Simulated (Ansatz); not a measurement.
# Fields on a plane of PbS (rock salt)

```
CELL_PARAMETERS angstrom
      0.00000     2.95134     2.95134
      2.95134     0.00000     2.95134
      2.95134     2.95134     0.00000
ATOMIC_POSITIONS crystal
  S  0.00000 0.00000 0.00000
  Pb 0.50000 0.50000 0.50000
```

The slice is a {110} plane (indices of the conventional cell) through the point (0.500, 0.500, 0.500) (fractional), spanned by u = [100] and v = [1 -1 -1] in vectors of this cell: u (4.17 Å) and v (5.90 Å, at 90° to u). It covers one period; positions are fractions (u, v).

Atoms on it: S at (0.00, 0.50); Pb at (0.00, 0.00).

Computed with PBEsol (plane waves to 420 eV, PAW, scalar-relativistic; Ansatz, a program for electronic structure). k mesh 10×10×10. Near the nuclei the fields are pseudised (PAW); where an atom keeps semicore shells as valence, they peak there. PbS was relaxed with its symmetry unable to fall. Spin-orbit coupling is left out, though Pb is heavy.

```
|xxxxxxxxxxxx  ::++##%%@@@@%%##++::  xxxxxxxxxx|
|xxxxxxxxxxxx  --**##%%@@@@%%##**--  xxxxxxxxxx|
|xxxxxxxxxx    ==**%%@@@@@@@@%%**==    xxxxxxxx|
|xxxxxxxx    ::++##%%@@@@@@@@%%##++::    xxxxxx|
|xxxxxx    ::==**%%@@@@@@@@@@@@%%**==::    xxxx|
|      ..--++**##%%@@@@@@@@@@@@%%##**++--..    |
|::::--==++##%%%%@@@@@@@@@@@@@@@@%%%%##++==--::|
|++++****##%%%%@@@@@@@@@@@@@@@@@@@@%%%%##****++|
|******##%%%%@@@@@@@@@@@@@@@@@@@@@@@@%%%%##****|
|--==++**##%%@@@@@@@@@@@@@@@@@@@@@@@@%%##**++==|
|xxxxxx--**%%@@@@@@@@@@@@@@@@@@@@@@@@%%**--xxxx|
|xxxxxxxx::**%%@@@@@@@@@@@@@@@@@@@@%%**::xxxxxx|
|xxxxxxxxxx--##%%@@@@@@@@@@@@@@@@%%##--xxxxxxxx|
|xxxxxxxxxxxx++%%@@@@@@@@@@@@@@@@%%++xxxxxxxxxx|
|xxxxxxxxxxxx==##@@@@@@@@@@@@@@@@##==xxxxxxxxxx|
|xxxxxxxxxxxx==##%%@@@@@@@@@@@@%%##==xxxxxxxxxx|
|xxxxxxxxxxxx==##@@@@@@@@@@@@@@@@##==xxxxxxxxxx|
|xxxxxxxxxxxx++%%@@@@@@@@@@@@@@@@%%++xxxxxxxxxx|
|xxxxxxxxxx--##%%@@@@@@@@@@@@@@@@%%##--xxxxxxxx|
|xxxxxxxx::**%%@@@@@@@@@@@@@@@@@@@@%%**::xxxxxx|
|xxxxxx--**%%@@@@@@@@@@@@@@@@@@@@@@@@%%**--xxxx|
|--==++**##%%@@@@@@@@@@@@@@@@@@@@@@@@%%##**++==|
|******##%%%%@@@@@@@@@@@@@@@@@@@@@@@@%%%%##****|
|++++****##%%%%@@@@@@@@@@@@@@@@@@@@%%%%##****++|
|::::--==++##%%%%@@@@@@@@@@@@@@@@%%%%##++==--::|
|      ..--++**##%%@@@@@@@@@@@@%%##**++--..    |
|xxxxxx    ::==**%%@@@@@@@@@@@@%%**==::    xxxx|
|xxxxxxxx    ::++##%%@@@@@@@@%%##++::    xxxxxx|
|xxxxxxxxxx    ==**%%@@@@@@@@%%**==    xxxxxxxx|
|xxxxxxxxxxxx  --**##%%@@@@%%##**--  xxxxxxxxxx|
|xxxxxxxxxxxx  ::++##%%@@@@%%##++::  xxxxxxxxxx|
|xxxxxxxxxxxx  ::++##%%@@@@%%##++::  xxxxxxxxxx|
```
Scale: ten equal steps from -1.00 (start of ' ') to 7.67 (end of '@'), in the order ' .:-=+*#%@'. Values: electrostatic potential energy of an electron, from the cell's mean, in eV. The map has 23 points along u (two characters each, u = 0 at the left) and 32 along v (v = 0 in the bottom row). Points within 1 Å of a nucleus are blanked (x), as the pseudised field means little there. Values under -1 eV are set to -1. The zero, the cell's mean, hangs on the PAW cores.

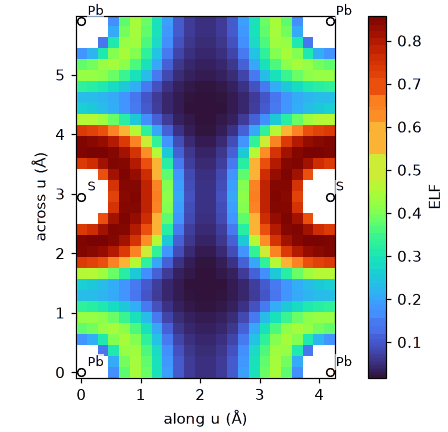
Figure. Electron localisation function (ELF), one period of the plane, atoms marked. Points within 0.5 Å of a nucleus are left white, as the pseudised field means little there.
